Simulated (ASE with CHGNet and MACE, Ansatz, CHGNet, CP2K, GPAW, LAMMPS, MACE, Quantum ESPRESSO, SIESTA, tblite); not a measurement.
# Zn40S29Se11 with crystalline order left by the classical run (80 atoms) in machine-learned potentials

How do the settings of machine-learned potentials change the result for Zn40S29Se11 with crystalline order left by the classical run (80 atoms)? A plane-wave run serves as the yardstick.

Program: ASE with CHGNet and MACE. Level of theory: the method is named at each step. Results are calculated unless marked as measured.

**1. Starting point**

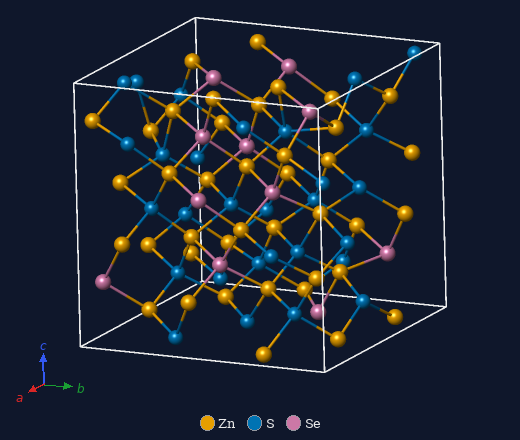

Start, viewed slightly off an axis; zinc orange, sulfur blue, selenium pink.

The cell holds 80 atoms: 40 Zn, 29 S and 11 Se. Cell: a = 11.843 Å, b = 11.843 Å, c = 11.843 Å, α = 90.0°, β = 90.0°, γ = 90.0°. 80 atoms (40 Zn, 29 S, 11 Se) placed at random at 4.41 g/cm³, melted at 2500 K for 10 ps at fixed volume with the Stillinger-Weber II-VI potential (Zhou et al., Phys. Rev. B 88, 085309 (2013)). Quenched from 2500 K to 300 K at 4 K/ps and fixed volume, annealed at 800 K for 50 ps, held 5 ps.

The yardstick, on the same geometry:

| Property | Result |
| --- | --- |
| method | Kohn-Sham DFT, PBE, PAW, plane waves (Ansatz 0.2.0); cutoff 420 eV, Γ point, fermi-dirac smearing of 0.05 eV; PAW set soft_2 |
| r.m.s. force component | 0.4208 eV/Å |
| longest force | 2.335 eV/Å |
| pressure | 1.128 GPa |
| spacing of highest filled and lowest empty level | 0.2294 eV |
| SCF cycles | 12 |
| time | 17 s on 8 threads of Arm Neoverse V2, shared host |
| CPU time | 2.2 min |

**2. CHGNet r2SCAN potential**

Method: machine-learned interatomic potential CHGNet r2SCAN, trained on r2SCAN plane-wave data.

Contents of run.py:

```python
import numpy as np
from ase.io import read
import mlip  # loads the published weights by name

atoms = read("structure.xyz")
atoms.calc = mlip.calc("chgnet-r2scan")
energy = atoms.get_potential_energy()
forces = atoms.get_forces()
print(f"energy {energy:.6f} eV")
print("forces (eV/A)")
for i, (a, f) in enumerate(zip(atoms, forces)):
    print(f"{i:4d} {a.symbol:2s} {f[0]:10.5f} {f[1]:10.5f} {f[2]:10.5f}")
stress = -atoms.get_stress(voigt=False) * 160.21766
print("stress (GPa, compression positive)")
for row in stress:
    print(" ".join(f"{x:10.4f}" for x in row))
```

Contents of structure.xyz:

```xyz
80
Lattice="11.84320 0.00000 0.00000 0.00000 11.84320 0.00000 0.00000 0.00000 11.84320" Properties=species:S:1:pos:R:3 pbc="T T T"
Zn 10.41692 7.23442 5.58738
Zn 2.74644 6.37827 0.92709
Zn 5.37598 9.41937 9.14745
Zn 4.10462 11.42229 0.52098
Zn 11.69090 5.23837 2.45071
Zn 3.66239 8.15878 7.13873
Zn 6.31894 4.33283 1.29766
Zn 3.35032 11.66401 4.99996
Zn 9.57842 2.25684 1.32857
Zn 3.93988 4.98338 9.38751
Zn 1.70400 2.03679 7.73633
Zn 10.53299 3.88256 7.83605
Zn 9.39557 8.93143 8.84036
Zn 6.64451 0.80498 3.35684
Zn 1.09490 0.06561 1.53523
Zn 1.95401 10.36612 9.81576
Zn 11.35656 8.66662 0.37069
Zn 8.47203 3.83637 4.46204
Zn 0.26150 10.50681 6.85899
Zn 1.77459 5.18590 5.79085
Zn 7.44629 2.56405 9.74518
Zn 0.82275 3.41961 11.27887
Zn 6.87521 9.32001 5.65809
Zn 4.97308 0.21495 8.01382
Zn 10.85619 0.37448 9.93692
Zn 11.73981 2.10252 4.77174
Zn 8.26158 10.72828 0.49102
Zn 8.73306 0.57593 6.64996
Zn 3.22076 2.96968 2.81679
Zn 9.93455 10.59493 3.62343
Zn 8.28692 7.41337 2.44207
Zn 3.78864 1.72082 10.98836
Zn 7.20398 5.96803 7.53074
Zn 6.35577 7.16135 10.98658
Zn 5.01133 6.11701 4.24875
Zn 5.26714 3.06016 6.16841
Zn 0.69626 6.91264 9.04714
Zn 4.86732 9.19151 2.51929
Zn 1.54980 8.38996 3.69863
Zn 9.52501 5.59425 11.10489
S 9.04063 1.04161 11.25661
S 10.12866 11.12432 7.98267
S 4.30725 4.96550 2.35372
S 6.81943 1.70151 7.54483
S 6.45348 7.95401 3.68726
S 9.50512 9.27725 1.78430
S 6.57238 4.84221 5.55458
S 2.23079 2.03750 0.87758
S 7.69962 2.73838 2.55564
S 8.03632 11.18685 4.79886
S 1.19214 3.82618 3.86586
S 4.77956 10.19652 6.38017
S 7.64479 6.03150 0.67163
S 10.75351 4.09609 0.54230
S 1.56271 8.97099 8.03549
S 10.66350 7.60630 10.27090
[... 20 atom lines left out ...]
Se 8.47026 7.82385 6.84940
Se 5.46315 3.57878 10.83653
Se 2.72642 10.43658 2.93984
Se 9.74008 5.82851 3.72682
```

Started as:

```bash
> OMP_NUM_THREADS=1 python run.py > output.txt
```

The log of the run:

```text
CHGNet vr2scan initialized with 412,525 parameters
CHGNet will run on cpu
energy -813.818909 eV
forces (eV/A)
   0 Zn    0.11885    0.23253   -0.17290
   1 Zn    0.14897   -0.10721    0.06557
   2 Zn    0.44229    0.20815    0.71715
   3 Zn    0.89573   -0.19046    0.08284
   4 Zn   -0.13236   -0.07321   -0.02251
   5 Zn   -0.14940    0.19128   -0.17272
   6 Zn   -0.15553   -0.34073   -0.05593
   7 Zn   -0.01636    0.05757   -0.10507
   8 Zn    0.04099   -0.23506   -0.19672
   9 Zn    0.20793    0.06693    0.00412
  10 Zn   -0.04757    0.05573    0.21288
  11 Zn    0.00280   -0.25900   -0.06280
  12 Zn   -0.08060    0.20969   -0.05774
  13 Zn    0.01320   -0.14035   -0.06531
  14 Zn   -0.05480    0.01194   -0.21375
  15 Zn   -0.01380    0.13151    0.07459
  16 Zn   -0.14770    0.14300    0.04512
  17 Zn   -0.01743    0.14140    0.02901
  18 Zn   -0.20440   -0.04889   -0.41090
  19 Zn    0.08859    0.09357   -0.36954
  20 Zn    0.08990   -0.29153    0.01423
  21 Zn   -0.32244   -0.06676   -0.02869
  22 Zn    0.12571    0.04017   -0.36476
  23 Zn    0.45124   -0.03108    0.68803
[...]
72 Se   -0.00078   -0.53282    0.07859
  73 Se   -0.43491   -0.39567   -0.40627
  74 Se    0.36566    0.05627   -0.13437
  75 Se    0.20342    0.15980    0.09275
  76 Se   -0.19754    0.45230    0.12673
  77 Se   -0.33963   -0.25669    0.11430
  78 Se    0.07962    0.12229   -0.19908
  79 Se   -0.07556    0.03059   -0.04088
stress (GPa, compression positive)
   -1.3004     0.2568    -0.3740
    0.2568    -1.2550     0.2443
   -0.3740     0.2443    -1.3341
```

Wall time 5.3 s (1 thread of Arm Neoverse V2, shared host); peak memory 0.7 GiB.

Banners, paths, timers and routine set-up lines are dropped from the logs unmarked, and long logs keep their key lines alone; longer cuts are marked.

Compared with the plane-wave run:

| Item | Value |
| --- | --- |
| r.m.s. force component | 0.2563 eV/Å |
| r.m.s. difference of force components | 242.9 meV/Å |
| longest difference of force vectors | 1249 meV/Å |
| force difference over r.m.s. force | 57.73 % |
| slope of forces against the reference's | 0.5189 |
| correlation of force components | 0.8519 |
| pressure | -1.296 GPa |
| pressure difference | -2.425 GPa |

Length of the force difference by element (eV/Å):

```csv
element,atoms,mean,most
S,29,0.37,1.2
Se,11,0.39,0.85
Zn,40,0.36,0.79
```

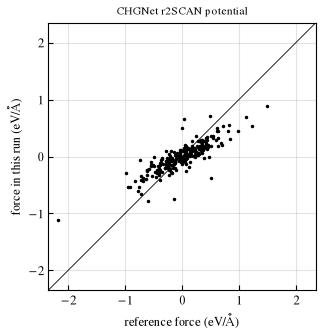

Force components against those of the reference; the line marks equality.

The surroundings of S41, picked at random, nearest first, numbered as they follow in the input and with coordinates relative to it.

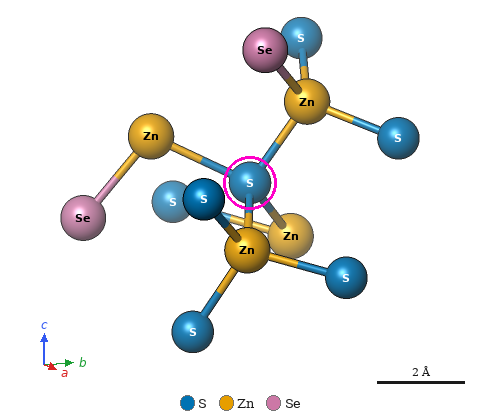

The atoms of the table, within 4.0 Å (arrows a, b, c point along x, y, z); some may hide others; the central atom is ringed.

```csv
atom,x,y,z,distance (Å),bonds,Fx,Fy,Fz (eV/Å)
S41,0.00,0.00,0.00,0.00,4,-0.18,-0.09,-0.01
Zn9,0.54,1.22,1.92,2.33,4,0.04,-0.24,-0.20
Zn25,1.82,-0.67,-1.32,2.34,4,-0.33,0.19,0.13
Zn27,-0.78,-2.16,1.08,2.53,4,-0.29,0.19,-0.33
Zn21,-1.59,1.52,-1.51,2.67,4,0.09,-0.29,0.01
S63,-2.95,-0.90,-0.78,3.18,1,-1.11,0.00,-0.66
S60,2.70,1.46,-1.94,3.63,4,0.54,-0.24,-0.24
S54,1.71,3.05,1.13,3.68,4,0.33,0.16,0.29
S66,3.05,-2.14,0.09,3.73,4,0.33,0.09,0.07
S49,-1.34,1.70,3.14,3.81,4,-0.28,0.08,0.10
S42,1.09,-1.76,-3.27,3.87,4,0.29,-0.16,0.13
Se76,1.96,-0.28,3.36,3.90,4,0.20,0.16,0.09
Se74,-1.44,-3.59,-0.85,3.96,4,-0.43,-0.40,-0.41
```

Atoms are counted from 1 here, from 0 in the log.

Forces lie 58 % from the reference's, at 0.025 times its CPU time (on 1 against 8 cores).

**3. MACE MPA-0 medium potential**

Method: machine-learned interatomic potential MACE MPA-0 medium, trained on PBE(+U) plane-wave data.

Edit run.py of step 2 so:

```diff
@@ -5,3 +5,3 @@
 atoms = read("structure.xyz")
-atoms.calc = mlip.calc("chgnet-r2scan")
+atoms.calc = mlip.calc("mace-mpa-0-medium")
 energy = atoms.get_potential_energy()
```

structure.xyz is that of step 2.

The log of the run:

```text
energy -258.808892 eV
forces (eV/A)
   0 Zn    0.21479    0.33859   -0.43231
   1 Zn    0.17404   -0.27638    0.19159
   2 Zn    0.51888    0.46342    0.45516
   3 Zn    1.35786    0.01134    0.04515
   4 Zn   -0.06163   -0.24514   -0.10105
   5 Zn   -0.21042    0.20720   -0.20119
   6 Zn   -0.29783   -0.63610    0.12099
   7 Zn   -0.04251    0.05815    0.04955
   8 Zn    0.19985   -0.37970   -0.28749
   9 Zn    0.40806    0.09055    0.07761
  10 Zn   -0.17774    0.23295    0.32479
  11 Zn    0.08381   -0.36339   -0.08989
  12 Zn   -0.12826    0.32462   -0.24294
  13 Zn   -0.00906   -0.48885   -0.06591
  14 Zn   -0.09843   -0.23834   -0.46490
  15 Zn   -0.34088    0.41233   -0.12936
  16 Zn   -0.34118    0.18326    0.08518
  17 Zn    0.01698    0.18667    0.21292
  18 Zn   -0.28129    0.06166   -0.66953
  19 Zn    0.03475    0.08128   -0.68757
  20 Zn   -0.07618   -0.87961    0.09135
  21 Zn   -0.31517   -0.36386   -0.11327
  22 Zn    0.22444    0.01953   -0.48779
  23 Zn    0.70016    0.07476    0.92865
[...]
72 Se   -0.05512   -0.82451    0.09606
  73 Se   -0.78386   -0.44168   -0.32076
  74 Se    0.44693    0.24052   -0.20507
  75 Se    0.05094    0.30373    0.13053
  76 Se   -0.15340    0.97872    0.14258
  77 Se   -0.52955   -0.07509    0.10982
  78 Se    0.16710    0.07379   -0.30248
  79 Se   -0.24926    0.26031    0.07413
stress (GPa, compression positive)
    0.9605     0.7557    -0.8852
    0.7557     0.7452     0.8421
   -0.8852     0.8421     0.8910
```

It took 7.8 s on 1 thread; peak memory 0.87 GiB.

Compared with the plane-wave run:

```yaml
r_m_s_force_component: 0.3889 eV/Å
r_m_s_difference_of_force_components: 90.16 meV/Å
longest_difference_of_force_vectors: 607.7 meV/Å
force_difference_over_r_m_s_force: 21.43 %
slope_of_forces_against_the_reference_s: 0.9042
correlation_of_force_components: 0.9783
pressure: 0.8656 GPa
pressure_difference: -0.2627 GPa
```

Against the first run (58 %), the force difference from the reference is 21 %, at 2.0 times the CPU time.

**4. MACE MP-0b3 medium potential**

Method: machine-learned interatomic potential MACE MP-0b3 medium, trained on PBE(+U) plane-wave data.

Edit run.py of step 3 so:

```diff
@@ -5,3 +5,3 @@
 atoms = read("structure.xyz")
-atoms.calc = mlip.calc("mace-mpa-0-medium")
+atoms.calc = mlip.calc("mace-mp-0b3-medium")
 energy = atoms.get_potential_energy()
```

structure.xyz is that of step 3.

The log of the run:

```text
energy -258.798306 eV
forces (eV/A)
   0 Zn    0.18887    0.34278   -0.37959
   1 Zn    0.18904   -0.17866    0.10414
   2 Zn    0.42326    0.53294    0.44004
   3 Zn    1.25586    0.04391    0.05107
   4 Zn   -0.13841   -0.22561   -0.08720
   5 Zn   -0.31956    0.33847   -0.28557
   6 Zn   -0.32998   -0.61603    0.04934
   7 Zn   -0.09799    0.10428   -0.07482
   8 Zn    0.09850   -0.37310   -0.31732
   9 Zn    0.35046    0.01874    0.10724
  10 Zn   -0.10804    0.07901    0.39913
  11 Zn    0.12345   -0.39505   -0.08820
  12 Zn   -0.22026    0.39784   -0.12249
  13 Zn   -0.06255   -0.40605   -0.15071
  14 Zn   -0.18391   -0.16016   -0.45283
  15 Zn   -0.18844    0.18301    0.04729
  16 Zn   -0.24151    0.18106    0.11783
  17 Zn   -0.01785    0.28060    0.22598
  18 Zn   -0.28732   -0.04524   -0.63920
  19 Zn    0.09204    0.01212   -0.61126
  20 Zn   -0.22779   -0.79555    0.10956
  21 Zn   -0.32132   -0.30109   -0.13944
  22 Zn    0.18695    0.09121   -0.52393
  23 Zn    0.69020    0.02854    0.89102
[...]
72 Se    0.01539   -0.72002    0.14551
  73 Se   -0.61310   -0.39712   -0.41186
  74 Se    0.48497    0.23042   -0.20655
  75 Se    0.07675    0.27912    0.11422
  76 Se   -0.17203    0.80769    0.17418
  77 Se   -0.36069   -0.01978    0.05879
  78 Se    0.23251    0.01864   -0.16016
  79 Se   -0.22329    0.18845    0.04686
stress (GPa, compression positive)
    0.6292     0.8159    -0.9015
    0.8159     0.4404     0.9022
   -0.9015     0.9022     0.5373
```

It took 6.4 s on 1 thread; peak memory 0.88 GiB.

Compared with the plane-wave run:

* r.m.s. force component: 0.3599 eV/Å
* r.m.s. difference of force components: 113.4 meV/Å
* longest difference of force vectors: 784.1 meV/Å
* force difference over r.m.s. force: 26.94 %
* slope of forces against the reference's: 0.8295
* correlation of force components: 0.9698
* pressure: 0.5356 GPa
* pressure difference: -0.5927 GPa

Against the first run (58 %), the force difference from the reference is 27 %, at 1.9 times the CPU time.

**5. The ladder**

Differences are against the plane-wave reference, forces as r.m.s. over components; share is that over the reference's r.m.s. force, slope the least-squares factor from reference forces to these. Total energies of different programs have different zeros and aren't compared.

```csv
run,"Δ force, r.m.s. (meV/Å)",share (%),slope,Δ pressure (GPa),cores,CPU time,memory (GiB)
reference,-,-,-,-,8,2.2 min,2.5
CHGNet r2SCAN potential,243,57.7,0.519,-2.42,1,3.4 s,0.7
MACE MPA-0 medium potential,90.2,21.4,0.904,-0.263,1,6.6 s,0.87
MACE MP-0b3 medium potential,113,26.9,0.830,-0.593,1,6.4 s,0.88
```

Times of the machine-learned potentials are mostly Python's start and the loading of weights.

CPU time is summed over cores on a shared host, where runs went side by side, so it is rough. Symmetry, cutoffs, thresholds, outputs and thread counts weren't matched or tuned between programs; memory under MPI is the largest rank's times the ranks.

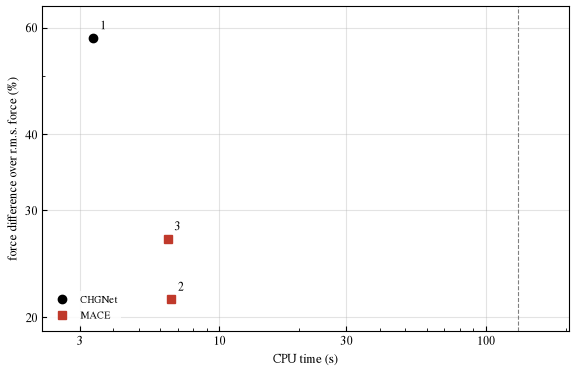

Force difference against CPU time; the dashed line marks the reference's time. Points: 1 CHGNet r2SCAN potential; 2 MACE MPA-0 medium potential; 3 MACE MP-0b3 medium potential.

**6. Results**

- nearest in forces: MACE MPA-0 medium potential, 21 %
- its CPU time: 6.6 s

**Reading.** Machine-learned potentials differ by 21 % (MACE MPA-0 medium potential) to 58 % (CHGNet r2SCAN potential); they were trained on other programs' data, some at another functional. Among those trained on PBE data the slope goes as low as 0.83. Machine-learned potentials mimic data converged in k, so the reference's own k-point error enters their differences. The quench rate of 4 K/ps is many orders above laboratory rates, so the cell is likely richer in defects and strain than a real sample. The network of bonds at the start is that of the classical potential that made the cell, and needn't be the one that DFT or experiment would give. The electronic-structure runs sample only Γ, in a cell whose shortest periodic width is 12 Å.

[Also dropped from logs without a mark: logging warnings of Python, and SIESTA's first energy breakdown and zero terms.]

[Logs are printed without paths, hosts, clocks, repeated set-up lines and the standing remarks that a program may print on its own settings, such as how far it seeks lower states.]

[Hosts, paths, dates, database ids (printed as entryN), source tags and the programs' standing remarks are cut or masked in the printed files.]
